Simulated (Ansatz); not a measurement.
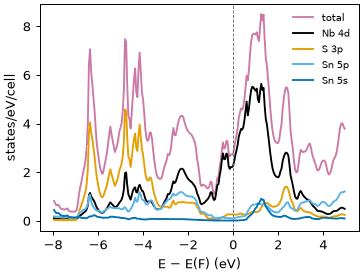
Figure: Total and projected density of states of NbSnS in space group P4/nmm (No. 129; Nb on 2c, Sn on 2a, S on 2c), DFT-r²SCAN in the program Ansatz with PAW potentials

Question: Which orbitals carry the states next to the Fermi level?

Answer: Within 0.5 eV of the Fermi level: Nb 4d 83 %, S 3p 7 %. Projections are on Löwdin-orthogonalised atomic valence shells; empty p or d shells of many metals are not among them.

Question: Where is the tallest occupied peak in this window, and what makes it?

Answer: Near -4.8 eV, about 7.5 states/eV per cell; the largest projected share is S 3p.

The start of the workflow was typed in or built on a structure type; neither database checked (COD, Materials Project) lists it. Whether it is the stable phase at ambient conditions was not checked. The cell was relaxed with r²SCAN under the symmetry of its start; whether a distortion lowers the energy is not shown. Magnetic state: ferromagnetic, chosen from 2 collinear starts compared on coarse meshes (ties went to the first, and starts can fall back to one state), not a proven ground state. Other orbital occupations within this spin state were not tried. No Hubbard U is applied. Scalar-relativistic: spin–orbit coupling is off unless named, which matters more the heavier the elements.

Potentials: the later of the program's two PAW sets.
